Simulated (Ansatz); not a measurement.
# Forces and charges in glassy 52SiO2-27Al2O3-10ZnO-10SrO (mol %) (4167 atoms)

Wanted: forces, charges and levels of glassy 52SiO2-27Al2O3-10ZnO-10SrO (mol %) (4167 atoms).

Main program and level: Ansatz 0.2.0; Kohn-Sham DFT, PBE, PAW (set soft_2), localised support functions (medium).

## Step 1: Starting point

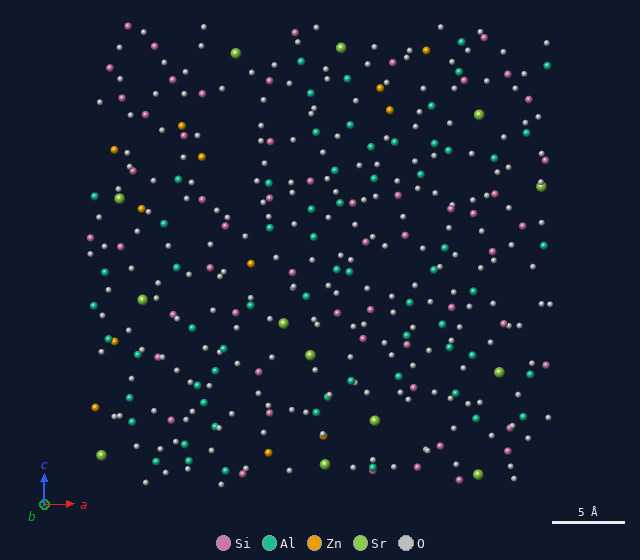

The starting structure, seen in part (silicon pink, aluminium teal, zinc orange, strontium green, oxygen light grey). Drawn is a stretch of 32 Å of the 37 Å that the cell measures along a and a slice 4 Å thick, seen along the normal of the ac plane.

The cell holds 4167 atoms: 651 Si, 676 Al, 131 Zn, 131 Sr and 2578 O. Its edges and angles: a = 37.281 Å, b = 37.281 Å, c = 37.281 Å, α = 90.0°, β = 90.0°, γ = 90.0°. 4167 atoms (651 Si, 676 Al, 131 Zn, 131 Sr, 2578 O) placed at random at 2.91 g/cm³, melted at 4000 K for 10 ps at fixed volume with the Morse and Coulomb pair potential with partial charges (Pedone, Malavasi, Menziani, Cormack and Segre, J. Phys. Chem. B 110, 11780 (2006)). Quenched from 4000 K to 300 K at 1000 K/ps and fixed volume, held 10 ps at zero pressure, then minimised at fixed cell.

Before any run, some limits are plain. The quench rate of 1000 K/ps is many orders above laboratory rates, so the cell is likely richer in defects and strain than a real sample. The network of bonds at the start is that of the classical potential that made the cell, and needn't be the one that DFT or experiment would give. The Brillouin zone is sampled at Γ only, in a cell whose shortest periodic width is 37 Å.

## Step 2: Support functions medium

The electrons are solved once, with the atoms held.

Contents of input.yaml:

```yaml
crystal:
  lattice:
    - [37.28093, 0.0, 0.0]
    - [0.0, 37.28093, 0.0]
    - [0.0, 0.0, 37.28093]
  atoms:
    - { symbol: Si, position: [0.29292, 0.32079, 0.74706] }
    - { symbol: Si, position: [0.50449, 0.03041, 0.05772] }
    - { symbol: Si, position: [0.21919, 0.28039, 0.74178] }
    - { symbol: Si, position: [0.49968, 0.30565, 0.12737] }
    - { symbol: Si, position: [0.90395, 0.02163, 0.00393] }
    - { symbol: Si, position: [0.82352, 0.73435, 0.82777] }
    - { symbol: Si, position: [0.69212, 0.06198, 0.3983] }
    - { symbol: Si, position: [0.77852, 0.81603, 0.44713] }
    - { symbol: Si, position: [0.89936, 0.26177, 0.5224] }
    - { symbol: Si, position: [0.27096, 0.85485, 0.46131] }
    - { symbol: Si, position: [0.12508, 0.26242, 0.95301] }
    - { symbol: Si, position: [0.17193, 0.57804, 0.43929] }
    - { symbol: Si, position: [0.34735, 0.61284, 0.0821] }
    - { symbol: Si, position: [0.18285, 0.65394, 0.35038] }
    - { symbol: Si, position: [0.96145, 0.63195, 0.15732] }
    - { symbol: Si, position: [0.95868, 0.51285, 0.21251] }
    - { symbol: Si, position: [0.11282, 0.53355, 0.84848] }
    - { symbol: Si, position: [0.9265, 0.14985, 0.1632] }
    - { symbol: Si, position: [0.9156, 0.01277, 0.73406] }
    - { symbol: Si, position: [0.45478, 0.72474, 0.46416] }
    - { symbol: Si, position: [0.8281, 0.67465, 0.16214] }
    - { symbol: Si, position: [0.76323, 0.8426, 0.36863] }
    - { symbol: Si, position: [0.30845, 0.97696, 0.82162] }
    - { symbol: Si, position: [0.67496, 0.01673, 0.54604] }
    - { symbol: Si, position: [0.58576, 0.06655, 0.25368] }
    - { symbol: Si, position: [0.72749, 0.48976, 0.14064] }
    - { symbol: Si, position: [0.56691, 0.91014, 0.44078] }
    - { symbol: Si, position: [0.90932, 0.69276, 0.17163] }
    - { symbol: Si, position: [0.2572, 0.07857, 0.79898] }
    - { symbol: Si, position: [0.06305, 0.97343, 0.34501] }
    - { symbol: Si, position: [0.82587, 0.50092, 0.50312] }
    - { symbol: Si, position: [0.59712, 0.0593, 0.72635] }
    [... 4129 atom lines left out ...]
    - { symbol: O, position: [0.19352, 0.63001, 0.94474] }
    - { symbol: O, position: [0.29289, 0.92695, 0.33623] }
    - { symbol: O, position: [0.54507, 0.81451, 0.26923] }
    - { symbol: O, position: [0.60574, 0.51973, 0.0498] }
    - { symbol: O, position: [0.08498, 0.32718, 0.96529] }
    - { symbol: O, position: [0.63675, 0.59262, 0.93806] }
kpoints:
  mp_grid: { grid: [1, 1, 1] }
hamiltonian:
  xc: pbe
scf:
  occupations: { method: fermi_dirac, width: 0.025 }
  eigensolver: { kind: { support_functions: { accuracy: medium } } }
  mixing: { beta: 0.2 }
  max_iter: 150
output:
  forces: true
  stress: true
  populations: true
  dos:
    method: { smearing: { sigma: 0.15 } }
    de: 0.1
    projected: { site_lists: { Al: [Al], O: [O], Si: [Si], Sr: [Sr], Zn: [Zn] } }
  eigenvalues: true
  write_density: true
  write_potential: true
  volumetric_format: npy
```

Launch:

```bash
ansatz run input.yaml --threads 32 --pin off --max-ram 143360MiB --backend cuda --events-out ev --progress --plain --runs-dir out
```

Numbers of over 12 decimals in the logs are rounded to 6 here.

The log of the run:

```text
Warning: scf.eigensolver.kind.support_functions: disabling space-group detection — the functions' gradient is summed over unrotated k-points, so no spatial operation reduces the k-mesh or symmetrises the density; time reversal is kept, so that k and −k are solved as one point where they differ and the mesh holds both, and exact exchange and, on two spinor components, a DFT+U term hold to it where the run has them: [...]
Warning: basis.ecutwfc = 464 eV, auto-derived: no grid that the accuracy of the support functions lays serves the files at the lower one that their records recommend; a deck with other species or settings can derive another value
settings of this run that can trade accuracy for cost: scf.eigensolver.kind.support_functions [...]
Engine: ansatz 0.2.0, aarch64-unknown-linux-gnu
Pseudopotentials: kind: paw
Pseudopotential: Si, paw, valence charge 4, recommended cutoff 420 eV (normal), Si.paw.azcp
Pseudopotential: Al, paw, valence charge 3, recommended cutoff 420 eV (normal), Al.paw.azcp
Pseudopotential: Zn, paw, valence charge 12, recommended cutoff 420 eV (normal), Zn.paw.azcp
Pseudopotential: Sr, paw, valence charge 10, recommended cutoff 420 eV (normal), Sr.paw.azcp
Pseudopotential: O, paw, valence charge 6, recommended cutoff 420 eV (normal), O.paw.azcp
[... 5 lines on functional and potentials left out ...]
device memory: the entry about to start is reckoned to put 106.5 GiB on a device that reports 182.5 GiB free
GPU FFT provider: cuFFT
GPU libraries: cuBLAS 13.8.1, cuFFT 12.4.0, cuSOLVER 12.3.2
GPU matrix products: emulated (plane waves: as basis.precision tells), large ones in fixed point in workspaces of 1.00 GiB
Crystal: 4167 atoms, lattice volume = 51815.562 Å³
Basis set: ecut = 464 eV, 1175919 PW (Γ), exchange–correlation on 540×540×540 points (8 copies of the dense FFT grid, shifted against one another)
Bands: 13790, of which v1, the nominal top of the filled ones, is band 11491 counted from 1 (11490 counted from 0)
Symmetry: 1 space group operations
k-points: 1
[... 11 lines on functional and potentials left out ...]
Initial density: superposition of atomic densities (chi_scale 0.1, normalization cell, long waves of neutral atoms (reshape's long-wave potential 4.51 eV rms, cloud 2.61 Å wide))
Initial wavefunctions: pseudopotential atomic-orbital guess
GPU buffer pool allocated for 19683000 grid points (all kernels)
Functional: x = pbe(κ = 0.804, μ = 0.219515), c = pbe(β = 0.066725)
SCF iter   1: F=—  HF=-3143255.788562 eV  |F-HF|=—  |Δ(HF+E_count)|=         —  Δρ=1.22e-1  dr2=7.45e3  ethr=1.00e-1
preconditioner: auto → Resta (q_TF=auto, 2.383 Å⁻¹)  ε∞=2.3  [insulator: Δε(μ)=3.664 eV  Ē_g=43.907 eV  σ=0.025 eV  W_gap=1.00  n_scr=11752 (ndim 8)  ℏωp=24.6 eV  f_vac=0.032  D(μ)=0.00/eV (n_scr^D=0)  ε∞_Penn≈1.3]
SCF iter   2: F=—  HF=-3144347.454810 eV  |F-HF|=—  |Δ(HF+E_count)|=    1.09e3  Δρ=7.99e-2  dr2=3.49e3  ethr=3.24e-2
SCF iter   3: F=—  HF=-3144316.905299 eV  |F-HF|=—  |Δ(HF+E_count)|=    3.05e1  Δρ=5.87e-2  dr2=2.07e3  ethr=1.52e-2  κ⁻¹=1.0e0(r=1)
SCF iter   4: F=—  HF=-3143827.985087 eV  |F-HF|=—  |Δ(HF+E_count)|=    4.89e2  Δρ=3.01e-2  dr2=3.40e2  ethr=8.99e-3  κ⁻¹=2.9e-3(r=2)
SCF iter   5: F=—  HF=-3143817.380485 eV  |F-HF|=—  |Δ(HF+E_count)|=    1.06e1  Δρ=2.64e-2  dr2=2.49e2  ethr=1.48e-3  κ⁻¹=1.6e-3(r=3)
SCF iter   6: F=—  HF=-3143788.831026 eV  |F-HF|=—  |Δ(HF+E_count)|=    2.85e1  Δρ=9.81e-3  dr2=4.87e1  ethr=1.08e-3  κ⁻¹=5.4e-5(r=4)
SCF iter   7: F=—  HF=-3143780.475950 eV  |F-HF|=—  |Δ(HF+E_count)|=    8.36e0  Δρ=5.30e-3  dr2=1.12e1  ethr=2.12e-4  κ⁻¹=4.2e-5(r=5)
SCF iter   8: F=—  HF=-3143787.351689 eV  |F-HF|=—  |Δ(HF+E_count)|=    6.88e0  Δρ=4.99e-3  dr2=8.57e0  ethr=4.85e-5  κ⁻¹=7.5e-6(r=6)
SCF iter   9: F=—  HF=-3143786.471137 eV  |F-HF|=—  |Δ(HF+E_count)|=   8.81e-1  Δρ=1.39e-3  dr2=7.18e-1  ethr=3.73e-5  κ⁻¹=2.4e-6(r=7)
SCF iter  10: F=—  HF=-3143786.952048 eV  |F-HF|=—  |Δ(HF+E_count)|=   4.81e-1  Δρ=6.73e-4  dr2=1.45e-1  ethr=3.12e-6  κ⁻¹=2.3e-6(r=7)
SCF iter  11: F=—  HF=-3143787.647448 eV  |F-HF|=—  |Δ(HF+E_count)|=   6.95e-1  Δρ=6.92e-4  dr2=1.61e-1  ethr=6.31e-7  κ⁻¹=3.9e-6(r=7)
SCF iter  12: F=—  HF=-3143787.849264 eV  |F-HF|=—  |Δ(HF+E_count)|=   2.02e-1  Δρ=1.86e-4  dr2=1.91e-2  ethr=6.31e-7  κ⁻¹=4.3e-6(r=7)
SCF iter  13: F=—  HF=-3143788.177721 eV  |F-HF|=—  |Δ(HF+E_count)|=   3.28e-1  Δρ=1.38e-4  dr2=6.32e-3  ethr=8.31e-8  κ⁻¹=4.0e-6(r=7)
SCF iter  14: F=—  HF=-3143788.394061 eV  |F-HF|=—  |Δ(HF+E_count)|=   2.16e-1  Δρ=5.13e-5  dr2=1.30e-3  ethr=2.75e-8  κ⁻¹=3.0e-5(r=7)
SCF iter  15: F=—  HF=-3143788.560500 eV  |F-HF|=—  |Δ(HF+E_count)|=   1.66e-1  Δρ=5.82e-5  dr2=1.10e-3  ethr=5.65e-9  κ⁻¹=1.2e-5(r=7)
SCF iter  16: F=—  HF=-3143788.698228 eV  |F-HF|=—  |Δ(HF+E_count)|=   1.38e-1  Δρ=3.32e-5  dr2=3.93e-4  ethr=4.80e-9  κ⁻¹=4.9e-5(r=7)
SCF iter  17: F=—  HF=-3143788.807885 eV  |F-HF|=—  |Δ(HF+E_count)|=   1.10e-1  Δρ=1.33e-5  dr2=6.65e-5  ethr=1.71e-9  κ⁻¹=2.9e-5(r=7)
SCF iter  18: F=—  HF=-3143788.898595 eV  |F-HF|=—  |Δ(HF+E_count)|=   9.07e-2  Δρ=9.88e-6  dr2=3.87e-5  ethr=2.89e-10  κ⁻¹=1.8e-5(r=7)
SCF iter  19: F=—  HF=-3143788.975512 eV  |F-HF|=—  |Δ(HF+E_count)|=   7.69e-2  Δρ=6.43e-6  dr2=1.60e-5  ethr=1.68e-10  κ⁻¹=3.2e-5(r=7)
SCF iter  20: F=-3143789.041426 eV  HF=-3143789.041426 eV  |F-HF|=2.92e-7  |Δ(HF+E_count)|=   6.59e-2  Δρ=3.54e-6  dr2=6.33e-6  ethr=6.98e-11
SCF 1 converged in 20 iterations: F = -3143790.349534 eV  dr2 = 6.33e-6
  greatest PAW one-centre occupation: 0.994 electrons in one spin orbital (limit 2), on the Zn atom at site 1384 (counted from 0), in its partial waves of l = 2
WARN: The input density's exchange-correlation potential varies sharply where the density is thin. Do not read a vacuum level from v_tot or v_xc, or from such a field of the output density. On a cell that repeats whose density bears no net charge and no dipole along the vacuum's axis use v_es (v_loc + v_h of the components); [...]
output.dos: on the support functions the solved levels are converged up to 5.387 eV from the Fermi level, so that the curves end at 4.523 eV, below the run's highest bands: a larger scf.n_extra_bands or scf.max_iter (beside forces or a stress its default or more) can extend them
SCF converged after 20 iterations
Stability not checked: this state was not tested for a lower state beside it, because the mixer in use, unlike msr1, does not test its closes by its own steps (another_mixer; see scf.mixing.algorithm and scf.lower_state_search)
Free energy (F): -3143790.349534 eV
Harris-Foulkes:  -3143790.349533 eV  (|F-HF|=2.92e-7)
Internal energy: -3143790.349534 eV  (E = F + TS)
E sigma→0 (E₀):  -3143790.349534 eV
Fermi energy:    6.476477 eV
--- Per-component energies (eV) ---
  E_band       = -68349.305209
  E_kinetic    = 557296.349155
  E_local      = -1725189.617188  (includes V_loc(G=0)·N_el)
  E_nonlocal   = 254856.254659
  E_softening  = 1.169267  (part of E_nonlocal)
  E_grid_corr  = -1.009444  (part of E_nonlocal)
  E_hartree    = 663481.232479
  E_xc         = -296456.333191
  E_vxc        = -324426.963146  (∫ρ·V_xc dr)
  E_paw        = -1653226.375464  (= ΣΔE_a)
  E_vpaw       = -157854.543834  (= ΣTr[D̂ρ^β])
  E_aug_tail   = 4.734833  (compensation charges beyond the density's cutoff)
  E_ewald      = -944555.286710
  E_smearing   = -0.000000  (= −TS)
  E_closure    = -0.000000  (closes the sum)
  E_support_correction = -1.308107  (second-order, or where that is not computed along the SCF)
  E_support_correction_error = 1.3e-1  (of E_support_correction; not in F)
  Σ components = -3143790.349534   (vs F -3143790.349534, Δ=0.00e0)
--- Forces (eV/Å), atoms counted from 1 ---
[... 4167 lines of forces left out ...]
  max |Σ_I F_I| component: 2.92e-2 eV/Å
--- Stress (GPa, compression-positive) ---
        8.331449      -0.065130      -0.263514
       -0.065131       8.074631       0.115602
       -0.263514       0.115603       8.564316
  P = ⅓ Tr σ = 8.3235 GPa (83.235 kbar)
--- Band table (eV) ---
[... left out ...]
--- Löwdin populations: 4167 sites ---
  site symbol       q [e]
[... 4167 lines, one an atom, left out ...]
  spilling = 0.011165 (of n_electrons = 22982.000000)
```

Run time: 4.3 min. Hardware: 1 × NVIDIA GB200 with 32 threads of Arm Neoverse V2, shared host; peak memory 34 GiB.

That memory is the host's; the program planned up to 106 GiB on the GPU. Forces of this run were stored rounded, and per-atom blocks of the log weren't kept.

The program notes that the band table was not solved further than the SCF left it, it switched symmetry off and the exchange-correlation potential is rough where the density is thin.

The run gave:

```yaml
free_energy: -3143790.3495 eV
free_energy_per_atom: -754.4493 eV/atom
scf_cycles: 20
pressure: 8.323 GPa
r_m_s_force_component: 0.7897 eV/Å
longest_force: 4.228 eV/Å
fermi_energy: 6.476 eV
spacing_of_highest_filled_and_lowest_empty_level: 1.385 eV
spilling_of_the_projection: 0.01116
```

Neighbours are counted within 2.38 Å (O-Al), 2.12 Å (O-Si), 3.27 Å (O-Sr), 2.50 Å (O-Zn).

Length of the force by element and coordination:

```
element  coordination  atoms  mean length of the force (eV/Å)  spread   least   most
     Al           all    676                            0.894   0.369  0.0973   2.41
     Al             4    539                            0.892   0.363  0.0973   2.41
     Al             5    123                            0.895   0.395   0.103   2.13
     Al             6     14                            0.955   0.357   0.211   1.47
      O           all   2578                             1.32   0.588  0.0426   4.23
      O             1      1                             2.31       0    2.31   2.31
      O             2   1028                             1.29   0.578   0.109   4.23
      O             3   1353                             1.34   0.590  0.0426   3.45
      O             4    191                             1.35   0.610   0.137   3.14
      O             5      5                             1.54   0.649   0.699   2.39
     Si           all    651                             1.43   0.610   0.204   3.83
     Sr           all    131                            0.660   0.274   0.206   1.47
     Sr             4      4                            0.830   0.244   0.543   1.16
     Sr             5     11                            0.778   0.326   0.231   1.47
     Sr             6     41                            0.666   0.294   0.206   1.25
     Sr             7     36                            0.645   0.214   0.280   1.20
     Sr             8     25                            0.621   0.296   0.253   1.40
     Sr             9     12                            0.655   0.216   0.367  0.958
     Sr            10      2                            0.359   0.037   0.323  0.396
     Zn           all    131                            0.845   0.383   0.183   2.10
     Zn             3     11                            0.837   0.309   0.417   1.53
     Zn             4     86                            0.903   0.398   0.199   2.10
     Zn             5     32                            0.654   0.278   0.183   1.56
     Zn             6      2                             1.41  0.0333    1.37   1.44
```

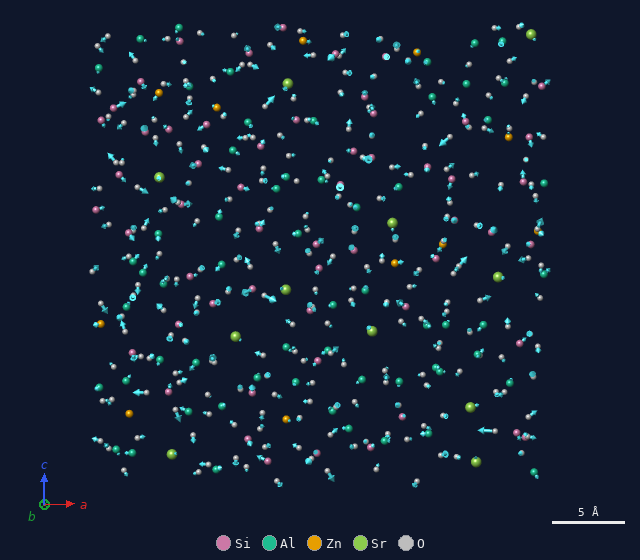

Forces as arrows; the longest in the cell is 4.23 eV/Å. Drawn is a stretch of 32 Å of the 37 Å that the cell measures along a and a slice 4 Å thick, seen along the normal of the ac plane.

Löwdin charges by element and coordination (they lack the spilled electrons, 0.062 e an atom on average):

```
element  coordination  atoms  mean charge (e)  spread   least    most
     Al           all    676             1.33  0.0461    1.17    1.47
     Al             4    539             1.34  0.0454    1.17    1.47
     Al             5    123             1.31   0.043    1.18    1.39
     Al             6     14             1.29  0.0333    1.23    1.34
      O           all   2578           -0.859  0.0678   -1.35  -0.719
      O             1      1           -0.869       0  -0.869  -0.869
      O             2   1028           -0.829  0.0477   -1.05  -0.742
      O             3   1353           -0.873  0.0668   -1.11  -0.719
      O             4    191           -0.922  0.0881   -1.35  -0.769
      O             5      5           -0.958  0.0806   -1.05  -0.855
     Si           all    651             1.74  0.0347    1.58    1.82
     Sr           all    131             1.84  0.0272    1.75    1.90
     Sr             4      4             1.83  0.0146    1.81    1.84
     Sr             5     11             1.82  0.0382    1.75    1.88
     Sr             6     41             1.84  0.0267    1.76    1.88
     Sr             7     36             1.83  0.0204    1.79    1.88
     Sr             8     25             1.85  0.0258    1.81    1.90
     Sr             9     12             1.86  0.0258    1.81    1.90
     Sr            10      2             1.86  0.0082    1.86    1.87
     Zn           all    131             1.52  0.0213    1.47    1.57
     Zn             3     11             1.50   0.013    1.48    1.52
     Zn             4     86             1.52  0.0203    1.47    1.55
     Zn             5     32             1.53  0.0212    1.48    1.57
     Zn             6      2             1.53  0.0077    1.53    1.54
```

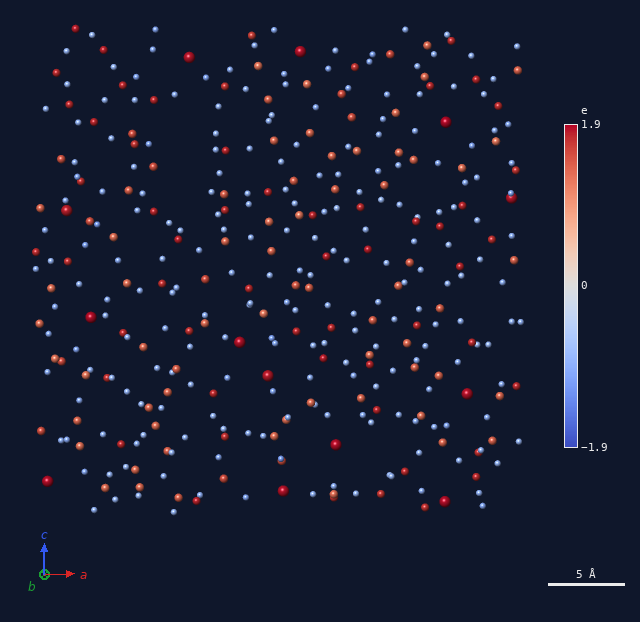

Atoms coloured by Löwdin charge. Drawn is a stretch of 32 Å of the 37 Å that the cell measures along a and a slice 4 Å thick, seen along the normal of the ac plane.

Density of states as counts of states in windows of 1 eV (from the Fermi level), total and some projections:

```
from (eV)  to (eV)   total     O p   Zn d
      -10       -9   603.0   425.8    9.5
       -9       -8  1149.1   813.3   79.0
       -8       -7  1926.0  1191.0  413.2
       -7       -6  2264.0  1456.0  477.4
       -6       -5  2418.0  1944.0  165.9
       -5       -4  2651.0  2353.0   70.3
       -4       -3  2758.0  2546.0   49.1
       -3       -2  1964.0  1846.0   27.7
       -2       -1   483.2   456.3    5.4
       -1        0    21.3    19.9    0.3
        0        1     4.2     0.5    0.0
```

Between -26 and -10 eV lie 6484 more states.

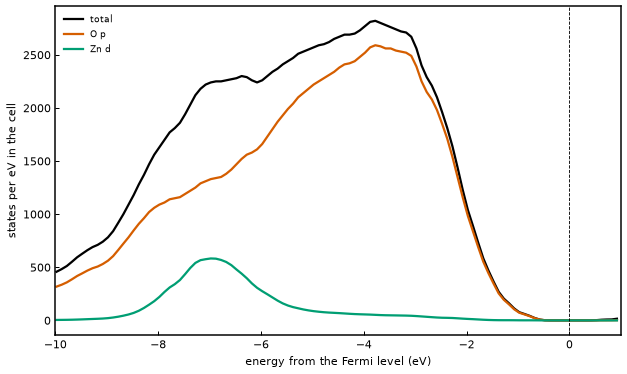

Total and projected density of states, with the broadening of the input.

Not all projections were asked for or kept, so they needn't add up to the total.

The levels nearest the highest filled one (over half full), pooled over k-points and spins:

```
level less the highest filled one (eV)  occupation
                                -0.194           2
                                -0.164           2
                                -0.163           2
                                -0.114           2
                               -0.0602           2
                                     0           2
                                  1.38           0
                                  1.63           0
                                  1.77           0
                                  1.80           0
                                  1.81           0
                                  1.83           0
```

Mean Löwdin charges: Al +1.33, O -0.86, Si +1.74, Sr +1.84, Zn +1.52 e (they miss 1.1 % of the electrons, so they add up to more than the cell's charge).

(Part 1 of 2 ends here.)

[Logs are printed without paths, hosts, clocks, repeated set-up lines and the standing remarks that a program may print on its own settings, such as how far it seeks lower states.]

[Hosts, paths, dates, database ids (printed as entryN), source tags and the programs' standing remarks are cut or masked in the printed files.]
